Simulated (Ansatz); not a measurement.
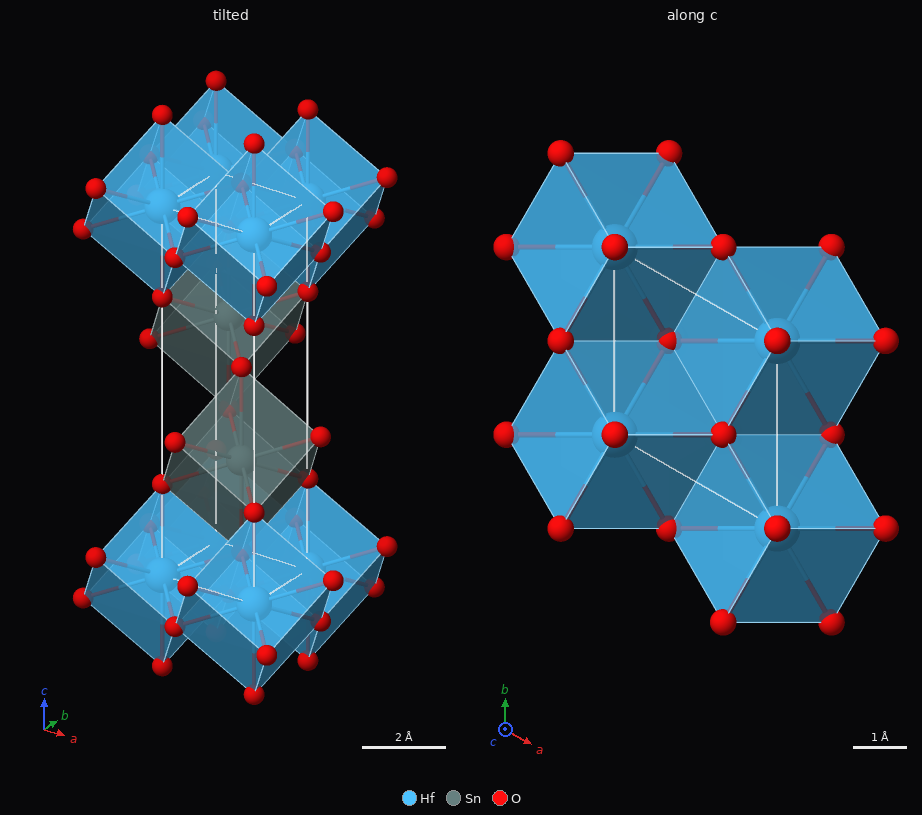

An orthographic polyhedral view of the structure, slightly off an axis and along the c axis. The lines enclose the conventional unit cell; boundary atoms appear with their images. Some neighbours outside the box are added.

HfSn$_{2}$O$_{6}$, space group P-3m1 (No. 164), a = 3.563 Å, b = 3.563 Å, c = 9.219 Å, α = 90.00°, β = 90.00°, γ = 120.00°. Provenance: a structure type filled with these elements by a generator (whether the compound takes this form wasn't checked). Earlier steps of the study may have refined or changed the cell and positions. A calculation with Ansatz used it as input.

This one geometry was computed with Ansatz (DFT, plane waves, PAW) at three levels of theory: PBEsol, r2SCAN and PBE.

**Which level gives the highest pressure at this volume, and what does that say about its equilibrium volume?**

Highest: PBE (0.0 GPa), which points to the largest equilibrium volume. Lowest, with the smallest volume: r2SCAN (-8.0 GPa). Levels within 0.5 GPa of each other can't be told apart.

**How does the band gap change with the level of theory?**

PBEsol: a gap of 1.21 eV, indirect; PBE: a gap of 1.28 eV, indirect; r2SCAN: a gap of 1.75 eV, indirect.

**Collect the results in a table.**

| level | cutoff (eV) | k-mesh of the run's cell | gap (eV) | pressure (GPa) |
| --- | --- | --- | --- | --- |
| PBEsol | 420 | 12×12×4 | 1.21 | -7.0 |
| r2SCAN | 500 | 12×12×4 | 1.75 | -8.0 |
| PBE | 420 | 12×12×4 | 1.28 | 0.0 |

Gaps are taken on the k-mesh or band path of each run.
